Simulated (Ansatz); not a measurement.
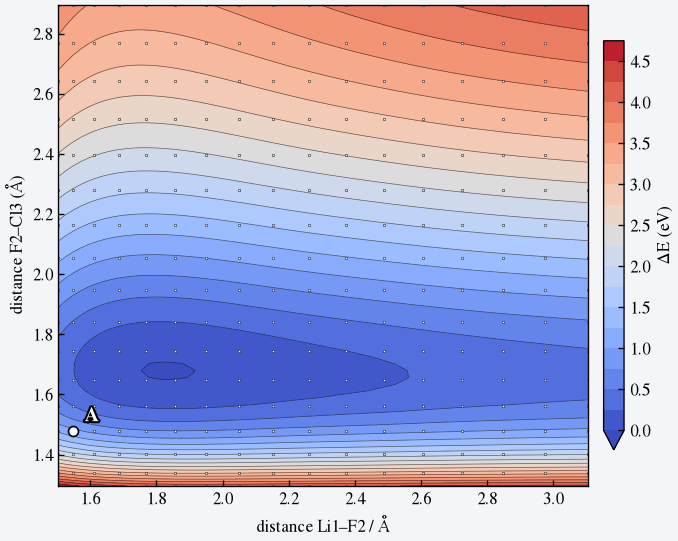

The system Li⁺ + FCl. Coordinates scanned: (1) distance Li1–F2; (2) distance F2–Cl3. Nothing is relaxed (the angle Li1–F2–Cl3 is fixed at 180 degrees). Grid: 17 × 17 points. All energies are given in eV relative to the lowest grid point. The reference is spin-restricted, so regions where a bond is pulled apart into radicals lie too high. The calculation used RKS PBE0-D4/def2-SVPD in Ansatz 0.2.0.

In the figure: filled contours, dots at the grid points, the point A. Between grid points the surface is interpolated.

**Which way does the force act at A, and how strong is it?**

A, at distance Li1–F2 = 1.548 Å, distance F2–Cl3 = 1.478 Å, is not a stationary point. The computed force is 2.7 eV for each Å towards larger values of distance Li1–F2 and 9.6 eV for each Å towards larger values of distance F2–Cl3.
